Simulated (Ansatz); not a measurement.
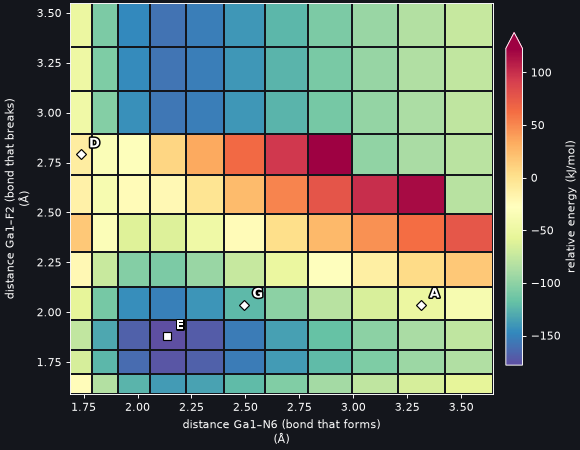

The reacting system F₂GaH₆N (fragments FGaH₂ + H₃N + FH where the first distance is long, FGaH₅N + FH where the second is long). The first coordinate is: distance Ga1–N6 (bond that forms); the second: distance Ga1–F2 (bond that breaks). Relaxed at each point: all other coordinates. The grid has 11 × 11 points. Points are written as (first, second). Energies: kJ/mol, counted from a guessed transition structure relaxed with its forming and breaking bonds held. Energies and slopes of some neighbouring points disagree (a jump in structure or state, or too coarse a mesh). The reference is spin-restricted, so regions where a bond is pulled apart into radicals lie too high. Level of theory: Ansatz, RHF/def2-SVP.

Drawn: one coloured cell a grid point, one colour for all values above the top of the scale, lettered points.

Question: Is G the lowest point of the computed grid?

Answer: No. G lies 56 kJ/mol above the lowest grid point, which is at (2.137 Å, 1.879 Å).

Question: Rank the lettered points by energy, lowest first.

Answer: E (−178 kJ/mol), G (−122 kJ/mol), A (−50 kJ/mol), D (−10 kJ/mol).
